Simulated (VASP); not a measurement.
Band structure of Al3Sc (L1_2). Level of theory: revTPSS meta-GGA, VASP's PBE PAW potentials (set 64) (plane waves; VASP).

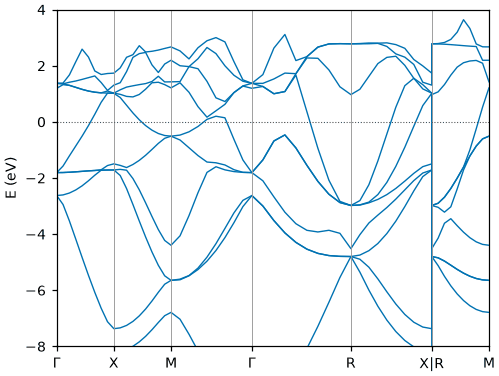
Bands along high-symmetry lines, zero at the valence-band maximum or, without a gap, the Fermi level

Read the plot: is there a gap, and where are the band edges?

It has no gap at this level: it comes out as a metal or semimetal.

The compound is Al3Sc in the L1_2 structure. It was relaxed first.
